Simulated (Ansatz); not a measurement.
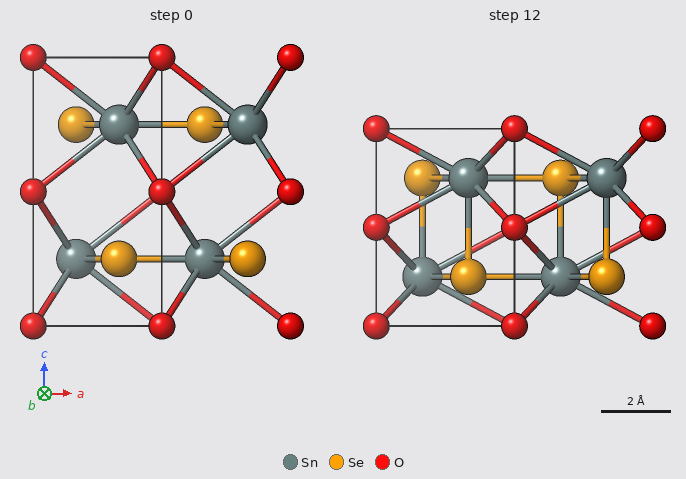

The structure of crystalline SnSeO (a generated structure, set up in P6_3/mmc) before (left) and after (right) a relaxation, at one scale.

A ball-and-stick model of the cell of the calculation, repeated 2 × 1 × 1 with one cell outlined, seen along the b axis.

Theory: DFT PBE, scalar-relativistic, plane waves, PAW (Ansatz). Set-up: plane-wave cutoff 420 eV; k-point mesh 12 × 12 × 6; occupations gaussian; smearing width 0.1 eV; no spin polarisation; cell and atoms relaxed; force threshold 0.01 eV/Å; at most 80 steps.

Q: What changed between the two?

A: No atom moves by more than 0.005 Å relative to the cell. The drawn cell changes as follows: a = b 4.309 → 4.631 Å (+7.5 %), c 7.793 → 5.726 Å (−26.5 %); the volume changes by −15.1 %. Some distances before and after: Se–Sn 3.896 → 2.863 Å, Se–Sn 2.488 → 2.673 Å, O–Sn 3.160 → 3.033 Å. New bonds form, among them: Se–Sn (3.90 → 2.86 Å). The space group stays P6_3/mmc (No. 194). Over 10 accepted moves (12 points after the start) the energy falls by 340 meV per atom. All forces vanish by symmetry, so only the cell relaxes. Pressure: 3.47 GPa at the start and 0.04 GPa at the end. The SCF was repeated twice at an unchanged geometry on a basis and grid sized afresh for the cell, which shifted the energy by 3.9 meV per atom at most. Cost: 4.6 min on 1 thread of AMD EPYC 7B13 (Zen 3), on a shared host, peak memory 0.68 GiB.
